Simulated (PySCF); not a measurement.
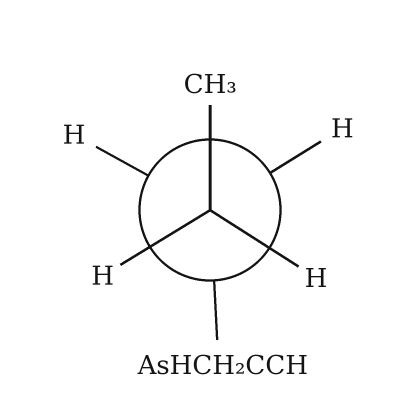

A Newman projection along the C–C bond, carbon in front; angles are drawn as computed, but eclipsed bonds slightly apart. The computed structure is the end point of a PBE0-D3(BJ)/def2-SVP optimisation. No frequency run is at hand to confirm it as a minimum.

Which molecule is it?

C6H11As, C#CC[AsH]CCC

What is the torsion angle from the front CH3 to the back AsHCH2CCH? The sign is positive where the front bond must turn clockwise to cover the back bond.

177°, antiperiplanar (anti). The conformation about this bond is staggered.
